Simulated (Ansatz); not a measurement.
**BCCD(T)/3-21G run of HF (SMILES F)**

Aim: the vertical singlet–triplet gap of HF at BCCD(T)/3-21G, from 2 runs. 

The calculation is run with Ansatz 0.2.0.

57 further runs of the same task are left out: 1 that didn't finish, 56 set aside as unsound or not needed.

**1. The system as given**

HF: 2 atoms, total charge 0, spin state singlet. As SMILES, `F`. The coordinates come from a PBE0-D4/def2-TZVP relaxation.

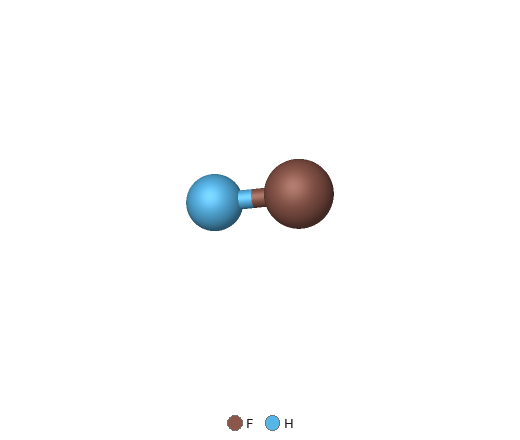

The structure, seen from a chosen angle (fluorine brown, hydrogen blue).

**2. The energy at BCCD(T)/3-21G**

File run.yaml:

```yaml
crystal:
  periodic: [false, false, false]
  atoms:
    - {symbol: F, position_ang: [-0.390000, 0.144600, -0.196400]}
    - {symbol: H, position_ang: [0.390000, -0.144600, 0.196400]}
basis:
  gaussian:
    orbitals: 3-21G.json
correlation:
  method: bccd_t
  frozen_orbitals: {F: 1, H: 0}
accuracy: high
scf:
  omitted_lower_state_checks: [cluster_reference, increment]
```

The basis set 3-21G is read from a file made from the Basis Set Exchange's data (not shown).

On the command line:

```bash
$ ansatz run run.yaml --threads 1 --pin off --max-ram 2610MiB --events-out events.jsonl --progress --plain --runs-dir runs
```

Standard output, cut to the lines that bear on the results:

```text
Warning: RAYON_NUM_THREADS=1 ignored (pool sized by the plan → 1); use --threads N
Functional definition: HF
  name "HF"
[...]
151 factors; integrals over basis functions are off by at most 4.4e-9 eV
[...]
mean field -2706.44119919 eV, -99.4598795786 hartree, gradient 6.4e-9 eV, S^2 0.000000; 0 other end points of the search recorded, 0 dependent functions left out
1 core orbitals not correlated: weight in the atoms' cores, before any rotation towards them, 1.000 or more for the frozen orbitals, at most 0.000 for the correlated occupied ones
reference -2706.44119919 eV, -99.4598795786 hartree; 4, 4 occupied and 6, 6 virtual orbitals, 151 factors
second order -3.28260120 eV of doubles, -0.00000000 eV of singles
cycle   1  -3.31710711 eV  change   -3.5e-2 eV  update   2.2e-2
[...]
cycle  15  -3.38244305 eV  change  -2.1e-10 eV  update  1.2e-10
perturbative correction -0.01647789 eV, -0.0006055514 hartree
Total energy: -2709.84012013 eV, -99.5847876193 hartree
Checks for a lower state left out: cluster_reference, increment
```

Run time: 0.14 s. Hardware: 1 thread of Arm Neoverse V2, shared host.

**3. The triplet at the same level**

File molecule.yaml:

```yaml
crystal:
  periodic: [false, false, false]
  atoms:
    - {symbol: F, position_ang: [-0.390000, 0.144600, -0.196400]}
    - {symbol: H, position_ang: [0.390000, -0.144600, 0.196400]}
basis:
  gaussian: {orbitals: 3-21G.json}
correlation: {method: bccd_t, frozen_orbitals: {F: 1, H: 0}}
accuracy: high
magnetization: {spin_polarized: true, initial_magnetization: 2}
scf: {omitted_lower_state_checks: [cluster_reference, increment]}
```

The basis set 3-21G is read from a file made from the Basis Set Exchange's data (not shown).

On the command line:

```bash
$ ansatz run molecule.yaml --threads 1 --pin off --max-ram 2610MiB --events-out events.jsonl --progress --plain --runs-dir runs
```

Standard output, cut to the lines that bear on the results:

```text
Warning: RAYON_NUM_THREADS=1 ignored (pool sized by the plan → 1); use --threads N
Functional definition: HF
  name "HF"
[...]
151 factors; integrals over basis functions are off by at most 4.4e-9 eV
[...]
mean field -2697.24711032 eV, -99.1220030445 hartree, gradient 5.4e-8 eV, S^2 2.001440; 2 other end points of the search recorded, 0 dependent functions left out
1 core orbitals not correlated: weight in the atoms' cores, before any rotation towards them, 1.000 or more for the frozen orbitals, at most 0.000 for the correlated occupied ones
reference -2697.24711032 eV, -99.1220030445 hartree; 5, 3 occupied and 5, 7 virtual orbitals, 151 factors
second order -2.27585870 eV of doubles, -0.00000000 eV of singles
cycle   1  -2.39363942 eV  change   -1.2e-1 eV  update   1.5e-2
[...]
cycle  15  -2.43200767 eV  change   1.2e-10 eV  update  8.9e-11
perturbative correction -0.00462621 eV, -0.0001700102 hartree
Total energy: -2699.68374420 eV, -99.2115476879 hartree
Checks for a lower state left out: cluster_reference, increment
```

It took 0.3 s on 1 thread of Arm Neoverse V2, shared host.

**4. Outcome**

At BCCD(T)/3-21G, 1 core orbital frozen:

```
                                           quantity         value
                              singlet: total energy  -99.58479 Eh
singlet: correlation energy (1 core orbital frozen)    -124.9 mEh
                            singlet: (T) correction     -0.61 mEh
                              triplet: total energy  -99.21155 Eh
triplet: correlation energy (1 core orbital frozen)     -89.5 mEh
                            triplet: (T) correction     -0.17 mEh
         triplet: ⟨S²⟩ of the reference determinant         2.001
   vertical energy of the triplet above the singlet     10.156 eV
```

In words: At this shape the triplet lies 10.16 eV (234 kcal/mol) above the singlet. The triples (singlet) make up 0.5 % of the correlation energy. The triples (triplet) make up 0.2 % of the correlation energy.
